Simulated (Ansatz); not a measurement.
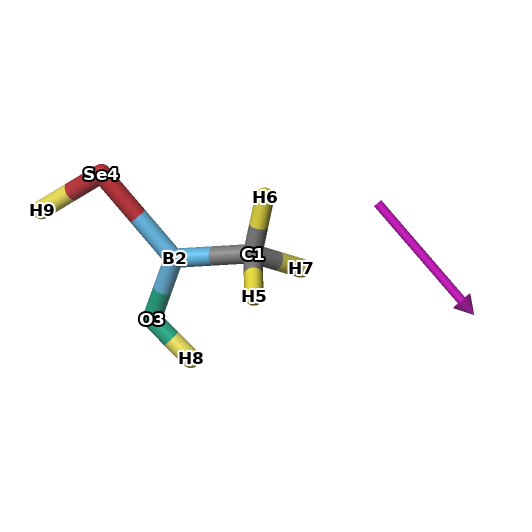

The arrow beside the molecule shows the direction of the dipole moment, from the negative to the positive end (its length means nothing). Computed geometry: PBE-D4/def2-SVP optimisation. No frequency run is at hand to confirm it as a minimum. Level of theory: RKS PBE-D4/def2-SVP (Ansatz 0.2.0).

Q: Estimate the dipole moment.

A: 2.34 D; it points from the side of H9 to the side of H7, H8 (the outermost atoms at the two ends).
